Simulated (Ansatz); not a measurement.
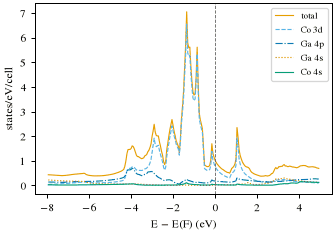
Total and projected density of states of GaCo (CsCl type, Pm-3m), r²SCAN (plane waves, PAW; program Ansatz)

### Question
Which orbitals carry the states next to the Fermi level?

### Answer
Within 0.5 eV of the Fermi level: Co 3d 75 %, Ga 4p 17 %. Projections are on Löwdin-orthogonalised atomic valence shells; empty p or d shells of many metals are not among them.

### Question
Where is the tallest occupied peak in this window, and what makes it?

### Answer
Near -1.3 eV, about 7.0 states/eV per cell; the largest projected share is Co 3d.

The r²SCAN relaxation kept the symmetry of its start. The final state is ferromagnetic, the only order run, not a proven ground state. The cell computed holds one magnetic atom, so no antiferromagnetic order was within reach. Other orbital occupations within this spin state were not tried. Spin–orbit coupling is left out wherever it is not named.

Potentials: the later of the program's two PAW sets.
